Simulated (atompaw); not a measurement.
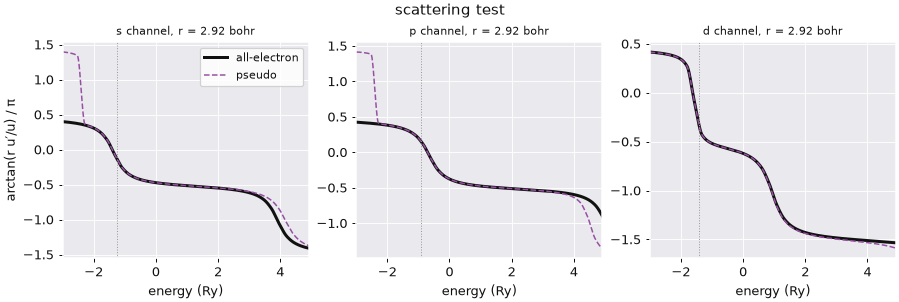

Unwrapped phase arctan(r u′/u) in units of π against energy, all-electron (solid) and pseudo (dashed); the pseudo phase is matched to the all-electron one at the reference energy. Here u = r R(r). A near-vertical step is a level narrower than the spacing of the points behind the curves. The dotted line marks the reference energy of the channel.

```json
{
 "Element": "niobium",
 "Generator": "atompaw 4.2.0.5",
 "Type": "PAW",
 "Functional": "LDA (PW92)",
 "Relativity": "scalar-relativistic",
 "Frozen core": "[Kr]",
 "Valence charge": "5",
 "Reference configuration": "4d3 5s0 5p0 (charge +2)",
 "Partial waves": "5s (bound, empty): rc 2.90 bohr; 5s channel at 0.2 Ry: rc 2.15 bohr; 5p (bound, empty): rc 2.90 bohr; 5p channel at -0.4 Ry: rc 2.90 bohr; 4d (bound): rc 2.90 bohr; 4d channel at 0.3 Ry: rc 2.90 bohr",
 "Local potential": "troulliermartins scheme with l = 3 at 0 Ry, radius 2.50 bohr",
 "Core correction": "smooth core density matched at 1.70 bohr",
 "Augmentation charge": "sinc compensation charge, radius 2.60 bohr; PAW radius 2.90 bohr; waves and projectors: custom rrkj gramschmidtortho"
}
```

Question: What does the plot say about ghosts?

Answer: Going away from the reference energies, the phases part by more than π/2 in: s at about -2.4 Ry (below its reference energy, pseudo phase higher, at the flagged ghost); p at about -2.4 Ry (below its reference energy, pseudo phase higher, at the flagged ghost). Such a step is either a state that only one of the two atoms has or an ordinary level shifted in energy. The separate test gives: ghost states below the valence levels: s at -33.2 eV, p at -32.8 eV.

Question: Over which energies does the pseudo-atom scatter like the all-electron atom (phases within 0.05 rad)?

Answer: s: between about -2.3 and 3.0 Ry; p: between about -2.3 and 3.7 Ry; d: up to about 3.5 Ry.
